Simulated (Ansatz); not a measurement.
AlBF₂H₂

Input

```
crystal:
  periodic: [false, false, false]
  atoms:
    - { symbol: F, position_ang: [0.3737, -0.2906, -2.1222] }
    - { symbol: B, position_ang: [0.7206, 0.1557, -0.8071] }
    - { symbol: Al, position_ang: [-0.6002, -0.0998, 0.7697] }
    - { symbol: F, position_ang: [-2.1171, -0.8213, 0.5099] }
    - { symbol: H, position_ang: [1.7913, 0.6305, -0.647] }
    - { symbol: H, position_ang: [-0.1262, 0.3614, 2.2505] }
basis:
  gaussian: { orbitals: "6-31G*" }
hamiltonian:
  xc: pbe0
relax:
  f_tol: 0.02
  max_steps: 40
scf:
  lower_state_search: "off"
output:
  orbitals: {}
```

Launched as:

```sh
ansatz run input.yaml --threads 1 --pin off --max-ram 2048MiB --backend cpu --events-out ev --progress --plain --runs-dir out
```

The fields are those of the relaxed geometry.

Method: RKS PBE0/6-31G* (Ansatz 0.2.0).

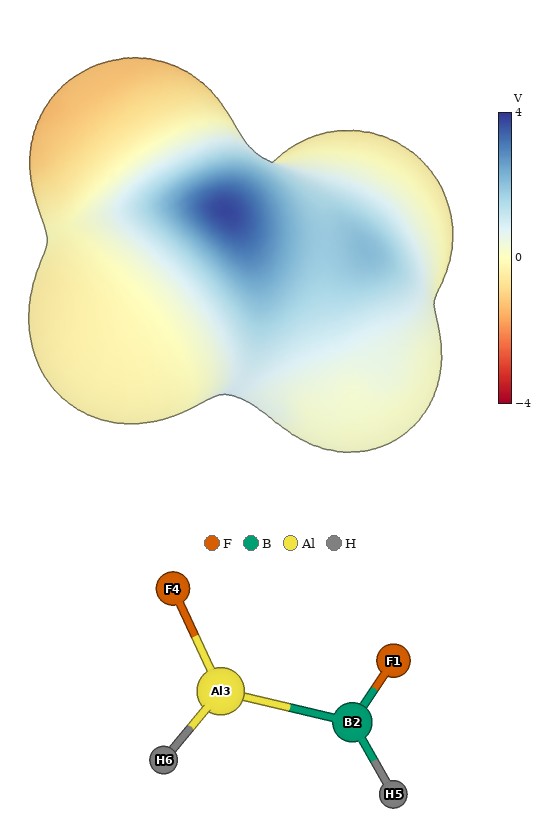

Figure 1. The molecular electrostatic potential painted on the density surface at 0.002 e/bohr³, seen at a tilt; red is negative and blue positive. The bare structure is drawn below in the same view.

Question: Where is the surface potential most negative and most positive?

Answer: The most negative region (about −1.4 V) lies over F4, the most positive (about +3.6 V) over Al3.

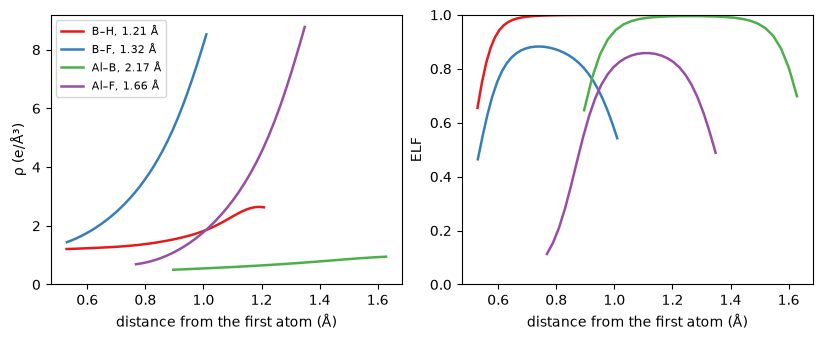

Figure 2. Electron density and electron localisation function along straight lines between neighbouring atoms. The curves leave out the atomic cores.

Question: What can be read from the curves?

Answer: B–H (1.21 Å): the density is about 1.2 e/Å³ at the midpoint; the ELF climbs to about 1 towards the hydrogen, as it does in any bond to H; an ordinary covalent bond to hydrogen.
B–F (1.32 Å): ρ at the midpoint is about 2.2 e/Å³; the ELF peaks at about 0.90 between the atoms: a polar covalent bond.
Al–B (2.17 Å): the density is about 0.59 e/Å³ at the midpoint; the ELF peaks at about 1 between the atoms: localised, covalent bonding.
Al–F (1.66 Å): the density is about 0.82 e/Å³ at the midpoint; the ELF peaks at about 0.85 in the valence shell of F, 0.6 Å from its nucleus, and is about 0.30 at the midpoint.

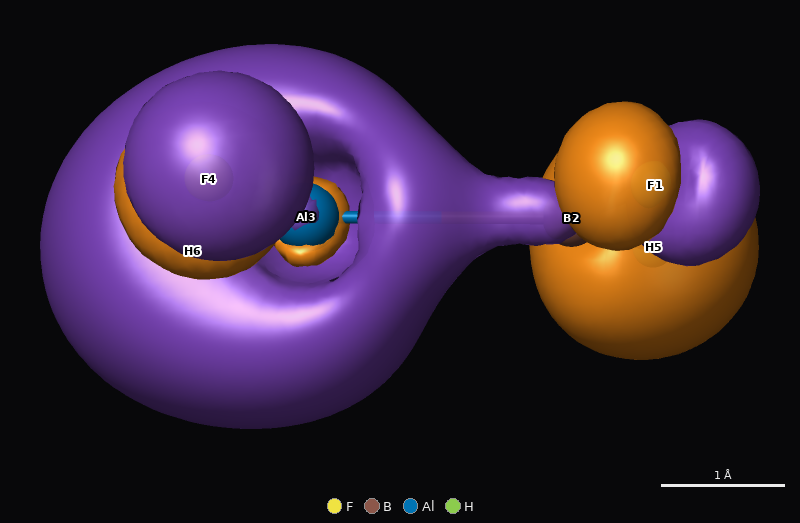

Figure 3. The HOMO−1 at ±0.08 Å⁻³ᐟ² (orange and purple are the two phases), seen from one side.

Question: Where does this orbital lie, and at what energy?

Answer: By Hirshfeld shares it lies mainly on H6 (about 35 %), Al3 (about 30 %), F4 (about 15 %), B2 (about 5 %) and H5 (about 5 %); it is symmetric in the molecular plane (an in-plane orbital: σ, lone-pair or in-plane π type). Its energy is −9.73 eV.
